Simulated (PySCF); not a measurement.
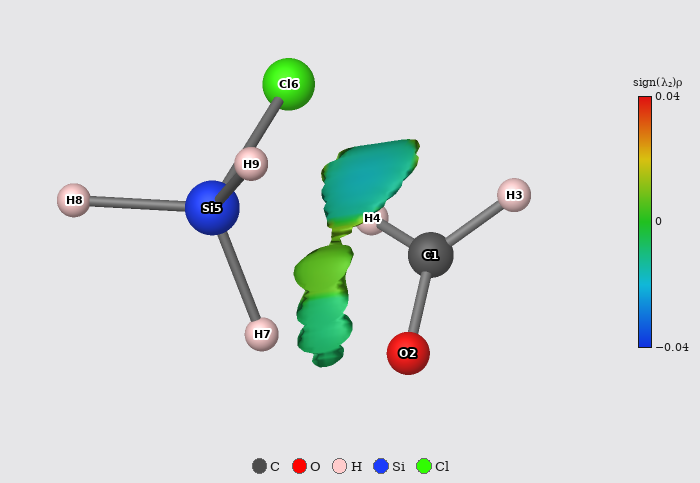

Figure 1: CH5ClOSi, SMILES `C=O.[SiH3]Cl`. Non-covalent interaction surfaces between the fragments (reduced density gradient s = 0.5, coloured by sign(λ₂)ρ in a.u.; trimmed to the region between the fragments where ρ is under 0.06 a.u.). Fragment A: H2CO (atoms 1–4); fragment B: SiH3Cl.

PySCF calculation, HF/6-31G*, gas phase; geometry: GFN2-xTB. GFN2-xTB bond lengths at metals and heavier atoms can be off by up to 0.1 Å and shapes distorted, which carries into these values.

Cartesian coordinates (Å):

```
C1      -2.2052   -0.2048   -0.0088
O2      -2.0368    0.9789    0.0088
H3      -2.3180   -0.8042    0.9084
H4      -2.2920   -0.7807   -0.9438
Si5      1.4661    0.7098   -0.0021
Cl6      0.5040   -1.0697    0.0034
H7       0.4583    1.7540    0.0630
H8       2.2406    0.7622   -1.2374
H9       2.3433    0.7133    1.1636
```

> Which interactions hold the two fragments together?

Bond critical points between the fragments: C1···Cl6, 2.84 Å, ρ = 0.016 a.u.; O2···H7, 2.61 Å, ρ = 0.008 a.u. The strongest appears blue-green. Several contacts close a ring, whose ring point adds a part with positive λ₂ between them. The pose is a local one from a semi-empirical search, not shown to be the most stable.

> How strongly are they bound?

The counterpoise-corrected interaction energy of the frozen fragments is +3.7 kcal/mol without dispersion correction and −1.2 kcal/mol with D3(BJ). The pair geometry is semi-empirical, not a minimum at this level.
